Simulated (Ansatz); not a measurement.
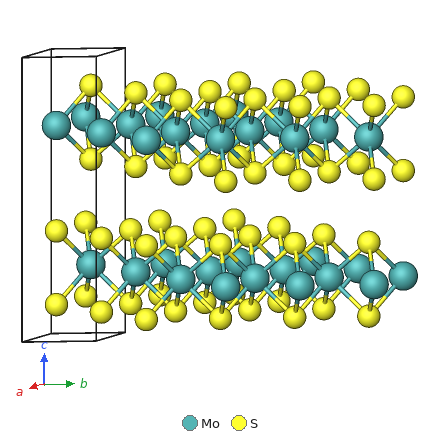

The compound is MoS2 (space group P6_3/mmc, No. 194), taken as the geometry relaxed with Ansatz 0.2.0, DFT, PBE-D3(BJ), plane waves, PAW; the starting structure was generated, so it need not be a known form of this composition.

Bonds are taken as Mo–S below 2.7 Å. Simplification: prune 0- and 1-connected atoms, fold 2-connected ones into links.

> What kind of net remains, and which atoms are its nodes?

A binodal (3,6)-connected, two-periodic (layers) net: S is a 3-connected node; Mo is a 6-connected node, in the ratio 2:1.

> Name the underlying net.

It is the net of the trigonal-prismatic layers of 2H-MoS2.

> How do the layers lie?

The layers lie parallel to (001).

> How many nodes does the smallest cycle have?

Four.
